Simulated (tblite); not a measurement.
# Geometry relaxation, with input and output: Sn28H42

- system: Sn28H42
- method: GFN1-xTB geometry optimisation, gas phase (tblite 0.8.0)

The run did not end well.

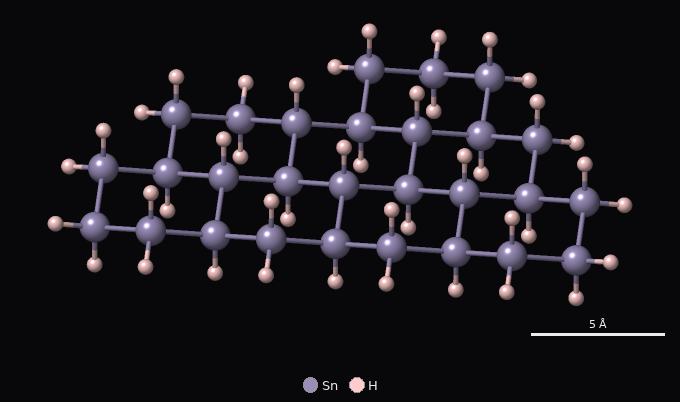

Figure 1. The structure as given in the input (ball-and-stick view, seen at a tilt). Sticks mark near contacts.

## What the run reported

- outcome: not converged
- total energy: −2548.5580 eV
- HOMO: −10.22 eV
- LUMO: −9.36 eV
- point group: C1
- dipole moment: 2.65 D
- hardware: 4 CPU threads, shared host
- wall time: 2.6 min (CPU time 4.1 min)
- peak memory: 0.15 GiB

The run did not converge. At least one of its steps failed, so the values that rest on that step are not results. The bonding changed during the run.

## Input file
```
{"job": {"kind": "relax", "xc": "GFN1-xTB", "basis": "xTB"}, "charge": 0, "multiplicity": 1}
Sn     3.449200     2.251900    -0.516200
Sn     1.144900     3.582000     0.378500
Sn    -1.142900     2.251400    -0.513600
Sn    -1.148800    -0.393300     0.379200
Sn     1.147100    -1.724600    -0.511200
Sn     3.441000    -0.398200     0.382800
Sn    -3.444200    -1.721700    -0.517900
Sn    -3.440900    -4.372100     0.386900
Sn    -1.145400    -5.702600    -0.515000
Sn     1.145300    -4.375600     0.387000
Sn    -3.446400     3.578200     0.383300
Sn    -5.743000     2.251700    -0.514600
Sn    -5.743900    -0.397000     0.390400
Sn     8.038900     2.253100    -0.517300
Sn     5.738300     3.584500     0.385600
Sn     5.738600    -1.722800    -0.508300
Sn     8.037100    -0.395800     0.386300
Sn     3.443200    -5.703900    -0.515600
Sn    -1.148700    -8.350200     0.387900
Sn     1.150900    -9.676800    -0.511900
Sn     3.442000    -8.348200     0.386900
Sn    -3.445200     6.232300    -0.514800
Sn    -5.737100     7.561100     0.392000
Sn    -8.040900     6.226500    -0.516100
Sn    -8.036200     3.582000     0.386300
Sn     5.734400    -4.375700     0.387900
Sn     1.148800     6.233100    -0.515300
Sn    -1.148700     7.557100     0.386600
H      3.444900     2.254100    -2.236600
H      1.149200     3.579800     2.108800
H     -1.144500     2.254300    -2.235700
H     -1.150000    -0.396400     2.105600
H      1.147100    -1.723300    -2.236500
H      3.446400    -0.399000     2.109100
H     -3.443100    -1.721600    -2.237900
H     -3.443800    -4.372600     2.102500
H     -4.850600    -5.186200    -0.188400
H     -1.147200    -5.698000    -2.237200
H      1.149200    -4.378700     2.105300
H     -3.449100     3.582800     2.106600
H     -5.740600     2.251400    -2.230800
H     -5.734600    -0.403300     2.109100
H     -7.141100    -1.208200    -0.187900
H      8.039300     2.253200    -2.236400
H      9.438400     3.066900     0.057500
H      5.738600     3.581000     2.102000
H      5.742900     5.202400    -0.184900
H      5.740200    -1.720800    -2.232300
H      8.038300    -0.397300     2.105600
H      9.444000    -1.208500    -0.182300
H      3.443400    -5.707800    -2.231500
H     -1.141500    -8.350700     2.105100
H     -2.554000    -9.163800    -0.184200
H      1.144700    -9.679300    -2.237600
H      1.148800   -11.301500     0.056600
H      3.443800    -8.349000     2.106000
H      4.856400    -9.169100    -0.186200
H     -3.441600     6.238400    -2.235300
H     -5.740400     7.555800     2.109400
H     -5.741400     9.181400    -0.185300
H     -8.040500     6.231700    -2.233100
H     -9.438200     7.042000     0.053200
H     -8.035000     3.580100     2.106200
H     -9.442300     2.771500    -0.183200
H      5.746200    -4.371500     2.107400
H      7.141100    -5.184500    -0.183000
H      1.150500     6.233900    -2.235800
H      2.556100     7.040600     0.061000
H     -1.152100     7.551200     2.100400
H     -1.150800     9.176000    -0.178400
```

The first line tells a small driver script what to run in tblite; the rest is the geometry in Å.

Launch command:
```bash
OMP_NUM_THREADS=4 python <driver script> task.json out
```

## Log
```
step      E/eV     max force
  0   -2539.75300    0.821
  1   -2539.96039    0.609
  2   -2540.46374    0.566
  3   -2540.62201    0.603
  4   -2541.03250    0.516
  5   -2541.16123    0.314
  6   -2541.21307    0.312
  7   -2541.25290    0.276
  8   -2541.32817    0.397
  9   -2541.43133    0.535
 10   -2541.53999    0.478
 11   -2541.61884    0.428
 12   -2541.67997    0.368
 13   -2541.73854    0.395
 14   -2541.79754    0.448
 15   -2541.85137    0.362
 16   -2541.88887    0.271
 17   -2541.91253    0.195
 18   -2541.93722    0.199
 19   -2541.97135    0.298
 20   -2542.01710    0.389
 21   -2542.07349    0.428
 22   -2542.13600    0.454
 23   -2542.20144    0.376
 24   -2542.26460    0.435
 25   -2542.32719    0.425
 26   -2542.38483    0.389
 27   -2542.42629    0.269
 28   -2542.45569    0.303
 29   -2542.47911    0.262
 30   -2542.50261    0.231
 31   -2542.52685    0.251
 32   -2542.54965    0.234
 33   -2542.56995    0.277
 34   -2542.58742    0.246
 35   -2542.60136    0.175
 36   -2542.61131    0.155
 37   -2542.61898    0.155
 38   -2542.62738    0.167
 39   -2542.63826    0.166
 40   -2542.65062    0.164
 41   -2542.66201    0.169
 42   -2542.67136    0.164
 43   -2542.67951    0.146
 44   -2542.68760    0.132
 45   -2542.69580    0.142
 46   -2542.70269    0.151
 47   -2542.70778    0.098
 48   -2542.71091    0.065
 49   -2542.71284    0.055
 50   -2542.71445    0.065
 51   -2542.71641    0.069
 52   -2542.71895    0.087
 53   -2542.72200    0.119
 54   -2542.72544    0.127
 55   -2542.72923    0.109
 56   -2542.73306    0.078
 57   -2542.73644    0.081
 58   -2542.73928    0.078
 59   -2542.74190    0.082
 60   -2542.74458    0.060
 61   -2542.74720    0.071
 62   -2542.74951    0.089
 63   -2542.75167    0.088
 64   -2542.75414    0.090
 65   -2542.75706    0.078
 66   -2542.76004    0.075
 67   -2542.76248    0.060
 68   -2542.76417    0.057
 69   -2542.76535    0.040
 70   -2542.76638    0.050
 71   -2542.76755    0.065
 72   -2542.76912    0.072
 73   -2542.77114    0.081
 74   -2542.77324    0.087
 75   -2542.77499    0.070
 76   -2542.77639    0.064
 77   -2542.77775    0.074
 78   -2542.77916    0.074
 79   -2542.78048    0.057
 80   -2542.78173    0.053
 81   -2542.78305    0.062
 82   -2542.78450    0.057
 83   -2542.78587    0.057
 84   -2542.78702    0.052
 85   -2542.78802    0.046
 86   -2542.78899    0.048
 87   -2542.78990    0.047
 88   -2542.79066    0.042
 89   -2542.79131    0.038
 90   -2542.79198    0.041
 91   -2542.79277    0.044
 92   -2542.79375    0.051
 93   -2542.79497    0.055
 94   -2542.79643    0.058
 95   -2542.79798    0.071
 96   -2542.79935    0.087
 97   -2542.80049    0.082
 98   -2542.80168    0.063
 99   -2542.80311    0.056
100   -2542.80472    0.056
101   -2542.80625    0.053
102   -2542.80756    0.050
103   -2542.80874    0.047
104   -2542.80994    0.052
105   -2542.81116    0.051
106   -2542.81235    0.051
107   -2542.81355    0.050
108   -2542.81483    0.052
109   -2542.81622    0.054
110   -2542.81765    0.060
111   -2542.81901    0.055
112   -2542.82015    0.040
113   -2542.82103    0.037
114   -2542.82179    0.040
115   -2542.82266    0.042
116   -2542.82380    0.049
117   -2542.82520    0.049
118   -2542.82660    0.058
119   -2542.82782    0.058
120   -2542.82895    0.055
121   -2542.83027    0.049
122   -2542.83219    0.064
123   -2542.83446    0.085
124   -2542.84106    0.162
125   -2542.84439    0.304
126   -2542.85367    0.283
127   -2542.86828    0.318
128   -2542.92068    0.414
129   -2542.91650    0.756
130   -2542.97931    0.764
131   -2543.03893    0.398
132   -2543.11871    0.440
133   -2543.18011    0.646
134   -2543.26948    0.363
135   -2543.32091    0.268
136   -2543.38174    0.441
137   -2543.41948    0.399
138   -2543.48768    0.447
139   -2543.52982    0.420
140   -2543.58962    0.527
141   -2543.63621    0.463
142   -2543.67732    0.347
143   -2543.71810    0.394
144   -2543.76311    0.406
145   -2543.80979    0.456
146   -2543.85933    0.384
147   -2543.90647    0.398
148   -2543.94890    0.331
149   -2543.98924    0.322
150   -2544.03484    0.383
151   -2544.07703    0.431
152   -2544.12591    0.440
153   -2544.16862    0.434
154   -2544.20973    0.270
155   -2544.24326    0.299
156   -2544.28342    0.280
157   -2544.31862    0.271
158   -2544.34950    0.239
159   -2544.37500    0.240
160   -2544.39810    0.233
161   -2544.41988    0.257
162   -2544.44215    0.225
163   -2544.46424    0.264
164   -2544.48553    0.308
165   -2544.50802    0.301
166   -2544.53518    0.312
167   -2544.56702    0.304
168   -2544.59875    0.353
169   -2544.62862    0.266
170   -2544.65376    0.237
171   -2544.68033    0.231
172   -2544.70937    0.346
173   -2544.73825    0.347
174   -2544.76324    0.258
175   -2544.78667    0.228
176   -2544.81114    0.351
177   -2544.84051    0.397
178   -2544.87073    0.267
179   -2544.89600    0.274
180   -2544.91423    0.196
181   -2544.92910    0.185
182   -2544.94384    0.169
183   -2544.96151    0.230
184   -2544.98248    0.254
185   -2545.00351    0.261
186   -2545.02024    0.166
187   -2545.03293    0.150
188   -2545.04435    0.136
189   -2545.05559    0.197
190   -2545.06591    0.173
191   -2545.07533    0.152
192   -2545.08562    0.164
193   -2545.09934    0.271
194   -2545.11806    0.336
195   -2545.13952    0.307
196   -2545.16127    0.233
197   -2545.18423    0.247
198   -2545.20767    0.306
199   -2545.23005    0.303
200   -2545.25313    0.314
201   -2545.27572    0.296
202   -2545.30270    0.268
203   -2545.32739    0.278
204   -2545.35422    0.241
205   -2545.38017    0.243
206   -2545.40842    0.259
207   -2545.44020    0.243
208   -2545.47823    0.293
209   -2545.51847    0.311
210   -2545.55693    0.479
211   -2545.59899    0.340
212   -2545.64589    0.290
213   -2545.67919    0.272
214   -2545.71001    0.260
215   -2545.74089    0.220
216   -2545.77459    0.236
217   -2545.81109    0.288
218   -2545.84972    0.341
219   -2545.88698    0.384
220   -2545.93086    0.343
221   -2545.96878    0.301
222   -2545.99949    0.268
223   -2546.02631    0.236
224   -2546.04910    0.217
225   -2546.06610    0.193
226   -2546.08111    0.212
227   -2546.09478    0.182
228   -2546.10963    0.198
229   -2546.12483    0.163
230   -2546.13939    0.184
231   -2546.15377    0.188
232   -2546.16799    0.170
233   -2546.18125    0.194
234   -2546.19313    0.160
235   -2546.20411    0.180
236   -2546.21540    0.179
237   -2546.22877    0.195
238   -2546.24498    0.247
239   -2546.26372    0.294
240   -2546.28241    0.246
241   -2546.29917    0.180
242   -2546.31244    0.205
243   -2546.32364    0.201
244   -2546.33321    0.196
245   -2546.34205    0.138
246   -2546.35105    0.150
247   -2546.36175    0.165
248   -2546.37260    0.179
249   -2546.38508    0.137
250   -2546.39615    0.162
251   -2546.40600    0.157
252   -2546.41465    0.140
253   -2546.42258    0.117
254   -2546.43008    0.110
255   -2546.43781    0.132
256   -2546.44664    0.156
257   -2546.45792    0.159
258   -2546.47249    0.175
259   -2546.49029    0.207
260   -2546.51021    0.220
261   -2546.53374    0.232
262   -2546.55851    0.255
263   -2546.58934    0.281
264   -2546.62043    0.326
265   -2546.66387    0.333
266   -2546.71137    0.362
267   -2546.77454    0.530
268   -2546.82088    0.592
269   -2546.89686    0.633
270   -2546.97114    0.379
271   -2547.03293    0.314
272   -2547.09065    0.408
273   -2547.14871    0.479
274   -2547.19720    0.415
275   -2547.25426    0.501
276   -2547.30596    0.400
277   -2547.35590    0.344
278   -2547.38567    0.274
279   -2547.43177    0.314
280   -2547.47024    0.298
281   -2547.49882    0.227
282   -2547.51808    0.243
283   -2547.53310    0.233
284   -2547.54675    0.184
285   -2547.56198    0.160
286   -2547.57603    0.182
287   -2547.59725    0.205
288   -2547.61894    0.196
289   -2547.63984    0.218
290   -2547.65946    0.203
291   -2547.68002    0.181
292   -2547.69932    0.183
293   -2547.71460    0.158
294   -2547.72544    0.165
295   -2547.73532    0.160
296   -2547.74653    0.135
297   -2547.75918    0.174
298   -2547.77352    0.193
299   -2547.78983    0.212
300   -2547.80747    0.181
301   -2547.82288    0.155
302   -2547.83429    0.140
303   -2547.84312    0.143
304   -2547.85202    0.156
305   -2547.86168    0.168
306   -2547.87294    0.161
307   -2547.88642    0.192
308   -2547.90097    0.207
309   -2547.91376    0.246
310   -2547.92390    0.136
311   -2547.93228    0.119
312   -2547.94127    0.140
313   -2547.95222    0.143
314   -2547.96340    0.150
315   -2547.97294    0.111
316   -2547.98168    0.149
317   -2547.99116    0.131
318   -2548.00140    0.139
319   -2548.01164    0.145
320   -2548.02178    0.152
321   -2548.03221    0.153
322   -2548.04224    0.133
323   -2548.05167    0.116
324   -2548.05968    0.140
325   -2548.06801    0.168
326   -2548.07666    0.155
327   -2548.08437    0.127
328   -2548.09057    0.111
329   -2548.09580    0.088
330   -2548.10015    0.069
331   -2548.10345    0.065
332   -2548.10608    0.071
333   -2548.10869    0.074
334   -2548.11161    0.063
335   -2548.11461    0.070
336   -2548.11744    0.071
337   -2548.12035    0.072
338   -2548.12355    0.075
339   -2548.12679    0.071
340   -2548.12954    0.063
341   -2548.13171    0.055
342   -2548.13364    0.053
343   -2548.13557    0.050
344   -2548.13744    0.055
345   -2548.13916    0.057
346   -2548.14075    0.058
347   -2548.14230    0.056
348   -2548.14389    0.054
349   -2548.14551    0.061
350   -2548.14712    0.068
351   -2548.14862    0.055
352   -2548.14998    0.050
353   -2548.15127    0.043
354   -2548.15261    0.056
355   -2548.15400    0.052
356   -2548.15535    0.053
357   -2548.15657    0.051
358   -2548.15771    0.050
359   -2548.15885    0.053
360   -2548.15999    0.050
361   -2548.16112    0.048
362   -2548.16224    0.053
363   -2548.16334    0.046
364   -2548.16434    0.038
365   -2548.16519    0.044
366   -2548.16595    0.044
367   -2548.16675    0.046
368   -2548.16767    0.045
369   -2548.16870    0.044
370   -2548.16972    0.048
371   -2548.17068    0.042
372   -2548.17164    0.053
373   -2548.17269    0.052
374   -2548.17387    0.057
375   -2548.17518    0.066
376   -2548.17653    0.064
377   -2548.17793    0.057
378   -2548.17941    0.059
379   -2548.18097    0.067
380   -2548.18246    0.064
381   -2548.18370    0.048
382   -2548.18468    0.042
383   -2548.18553    0.035
384   -2548.18640    0.048
385   -2548.18742    0.048
386   -2548.18854    0.047
387   -2548.18973    0.048
388   -2548.19087    0.056
389   -2548.19196    0.054
390   -2548.19303    0.043
391   -2548.19418    0.044
392   -2548.19530    0.047
393   -2548.19625    0.042
394   -2548.19697    0.036
395   -2548.19756    0.038
396   -2548.19811    0.031
397   -2548.19869    0.033
398   -2548.19927    0.040
399   -2548.19994    0.049
400   -2548.20068    0.048
401   -2548.20138    0.035
402   -2548.20195    0.045
403   -2548.20243    0.043
404   -2548.20293    0.031
405   -2548.20356    0.036
406   -2548.20431    0.044
407   -2548.20514    0.051
408   -2548.20602    0.044
409   -2548.20694    0.041
410   -2548.20782    0.041
411   -2548.20865    0.033
412   -2548.20951    0.039
413   -2548.21051    0.055
414   -2548.21172    0.061
415   -2548.21287    0.067
416   -2548.21425    0.058
417   -2548.21561    0.047
418   -2548.21691    0.039
419   -2548.21786    0.038
420   -2548.21901    0.046
421   -2548.22007    0.046
422   -2548.22134    0.044
423   -2548.22275    0.045
424   -2548.22423    0.047
425   -2548.22565    0.059
426   -2548.22721    0.077
427   -2548.22897    0.081
428   -2548.23079    0.080
429   -2548.23279    0.082
430   -2548.23528    0.081
431   -2548.23758    0.070
432   -2548.24056    0.066
433   -2548.24358    0.079
434   -2548.24627    0.075
435   -2548.24902    0.077
436   -2548.25148    0.149
437   -2548.25609    0.097
438   -2548.26372    0.101
439   -2548.27309    0.148
440   -2548.28150    0.172
441   -2548.29041    0.146
442   -2548.29333    0.187
443   -2548.30373    0.165
444   -2548.30990    0.119
445   -2548.31635    0.078
446   -2548.32634    0.118
447   -2548.33362    0.130
448   -2548.33861    0.151
449   -2548.34219    0.089
450   -2548.34614    0.099
451   -2548.34962    0.075
452   -2548.35255    0.080
453   -2548.35619    0.087
454   -2548.35972    0.083
455   -2548.36305    0.094
456   -2548.36604    0.089
457   -2548.36891    0.078
458   -2548.37155    0.076
459   -2548.37394    0.071
460   -2548.37628    0.082
461   -2548.37885    0.085
462   -2548.38175    0.095
463   -2548.38474    0.099
464   -2548.38772    0.079
465   -2548.39091    0.073
466   -2548.39474    0.083
467   -2548.39986    0.108
468   -2548.40775    0.139
469   -2548.41621    0.171
470   -2548.42723    0.215
471   -2548.44468    0.164
472   -2548.46080    0.161
473   -2548.47045    0.154
474   -2548.47709    0.143
475   -2548.48507    0.137
476   -2548.49044    0.108
477   -2548.49831    0.120
478   -2548.50297    0.101
479   -2548.50962    0.112
480   -2548.51468    0.084
481   -2548.51919    0.149
482   -2548.52353    0.153
483   -2548.52801    0.101
484   -2548.53193    0.088
485   -2548.53536    0.086
486   -2548.53856    0.095
487   -2548.54145    0.083
488   -2548.54358    0.066
489   -2548.54501    0.057
490   -2548.54621    0.051
491   -2548.54752    0.051
492   -2548.54892    0.048
493   -2548.55024    0.037
494   -2548.55142    0.045
495   -2548.55257    0.047
496   -2548.55381    0.054
497   -2548.55504    0.044
498   -2548.55613    0.043
499   -2548.55706    0.046
500   -2548.55799    0.042
```
